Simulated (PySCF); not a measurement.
## Electronic structure of C5H13NSi2 in real space

Input

```
{"job": {"kind": "nmr", "xc": "PBE0", "basis": "pcSseg-1"}, "charge": 0, "multiplicity": 1}
Si     1.614255    -1.657733     0.469824
N      1.347818    -0.049394    -0.125251
Si     1.759370     1.377788     0.772458
C      0.409210     0.102933    -1.227797
C     -1.023538     0.126233    -0.814654
C     -1.916643     1.237422    -0.347668
C     -1.744909     0.006297     0.482083
C     -2.023152    -0.973637    -0.611510
H      0.547079    -2.121031     1.368930
H      2.884801    -1.626985     1.185270
H      1.659293    -2.524937    -0.709907
H      0.762545     1.721572     1.796899
H      1.834916     2.462229    -0.208928
H      3.045627     1.108431     1.404688
H      0.557794    -0.723574    -1.930573
H      0.638767     1.034448    -1.755555
H     -2.863283     1.400234    -0.853895
H     -1.443619     2.148990    -0.002963
H     -1.437837    -0.128090     1.495931
H     -1.641823    -1.981067    -0.496600
H     -2.975592    -0.923185    -1.130167
```

Command:

```sh
OMP_NUM_THREADS=1 python probes_run.py task.json out
```

Geometry: GFN2-xTB.

All numbers below come from PBE0/pcSseg-1, SCF density, gas phase, non-relativistic in PySCF.

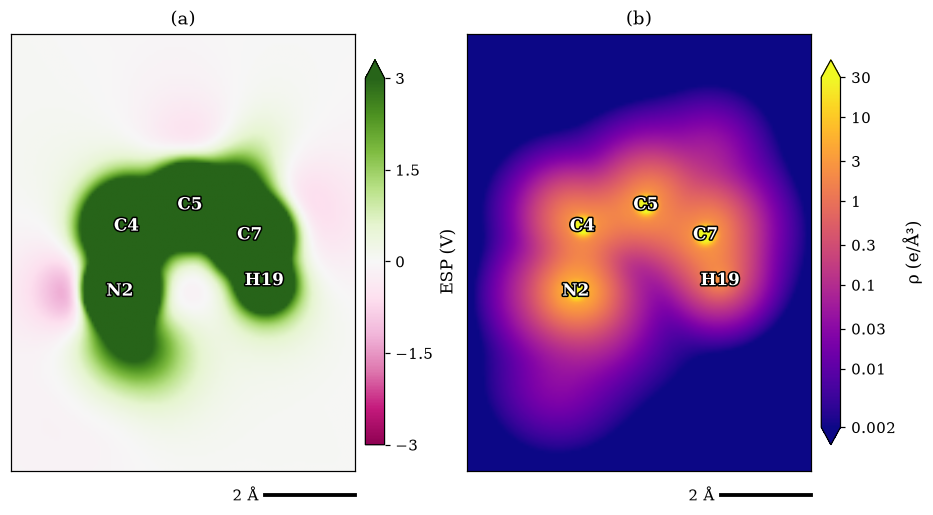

Figure 1. (a) molecular electrostatic potential; (b) total electron density on the plane of atoms C4, C5 and C7.

### What do the fields say about this system?

The plane passes through N, C and H nuclei. C–N (1.46 Å): the density is about 1.8 e/Å³ at the midpoint. C–C (1.49 Å): the density is about 1.5 e/Å³ at the midpoint. C–H (1.07 Å): ρ at the midpoint is about 2.1 e/Å³. Outside the dense part of the molecule the potential is most negative (−1.3 V) near N2.

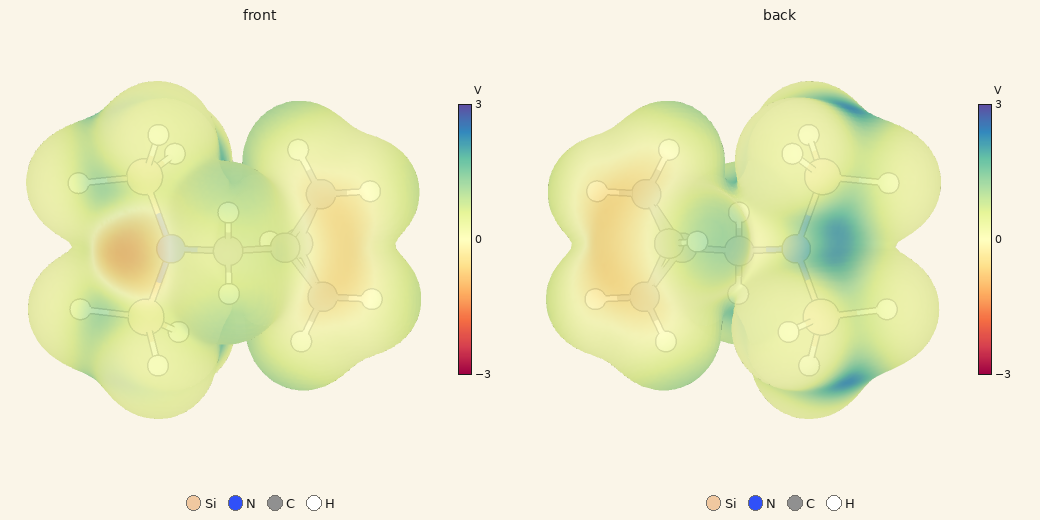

Figure 2. The electrostatic potential painted on the density surface at 0.004 e/bohr³, seen from the front and from behind; red is negative and blue positive.

### Describe the electrostatic potential map.

The most negative region (about −0.8 V) lies over N2, the most positive (about +2.1 V) over Si1 and Si3.
